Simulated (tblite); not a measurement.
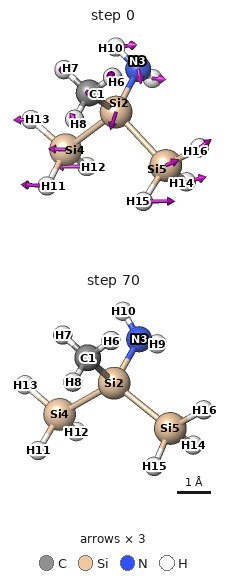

The structure of CH11NSi3 before (top) and after (bottom) a relaxation, at one scale. The purple arrows give the displacements, 3 times their true length.

A ball-and-stick model, seen from a free direction.

Method: GFN2-xTB geometry optimisation, gas phase in tblite. 

Q: Summarise the run.

A: The largest moves after the best rigid fit, 0.34 Å, are those of H12 and H15. Largest moves by element: H 0.34 Å, Si 0.21 Å, N 0.18 Å, C 0.06 Å. Among the contacts that change: C1–Si2 1.844 → 1.912 Å, Si4–H12 1.502 → 1.469 Å, Si5–H15 1.487 → 1.468 Å, C1–H6 1.104 → 1.086 Å. Bond angles that change, for instance: Si4–Si2–Si5 102.4° → 116.1°, N3–Si2–Si5 113.7° → 104.7°, C1–Si2–N3 110.0° → 102.3°. Over 70 geometry steps the energy falls by 7.21 kcal/mol. Cost: 0.5 s on 1 thread of Arm Neoverse V1, on a shared host.
